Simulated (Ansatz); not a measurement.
The reference is CdTe in the zinc blende structure (space group F-43m, No. 216; a = 6.5578 Å).

Now apply this change: the cell is scaled by 1.0200 in all directions, atoms relaxed at fixed cell.

Calculations: r2SCAN/PAW in Ansatz (a quantum-chemistry and plane-wave program), no SOC.

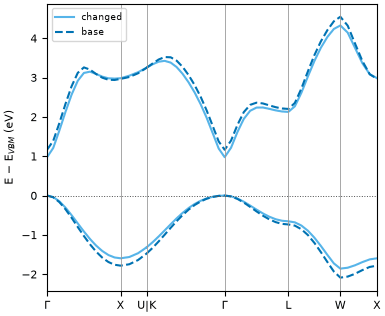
Fig. 1. Highest valence and lowest conduction band along the path, each from its own valence-band maximum

The gap is 0.98 eV, direct at Γ; the base has 1.17 eV.

Spin-orbit coupling, missing from the scalar runs, can matter with Te. The cells carry an imposed strain or load. No phonon test of stability was made.
